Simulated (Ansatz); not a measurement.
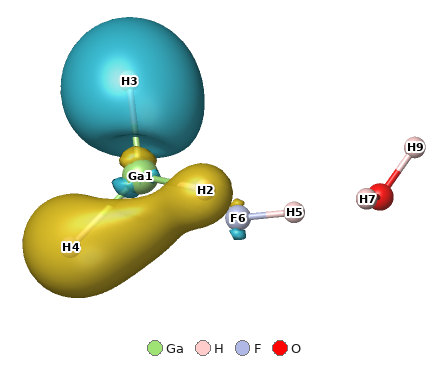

Figure. GaH₃···HF···H₂O. The HOMO at ±0.15 Å⁻³ᐟ² (yellow and cyan are the two phases), seen from one side.

Theory: UHF/def2-SVP (Ansatz 0.2.0).

```xyz
9

Ga   -0.9549   -1.2825    0.5858
H    -1.5160    0.2101    0.5214
H    -1.0252   -2.1312   -0.7444
H    -0.8304   -1.9796    1.9919
H     1.1758    0.2536   -0.0164
F     1.1315   -0.5979    0.3726
H     0.0572    1.9992   -0.4428
O     0.9270    1.6935   -0.6687
H     1.0349    1.8347   -1.5993
```

Describe this orbital and give its energy.

It lies mainly on H3 (about 40 %), Ga1 (about 40 %) and H4 (about 15 %). Its energy is −10.89 eV.
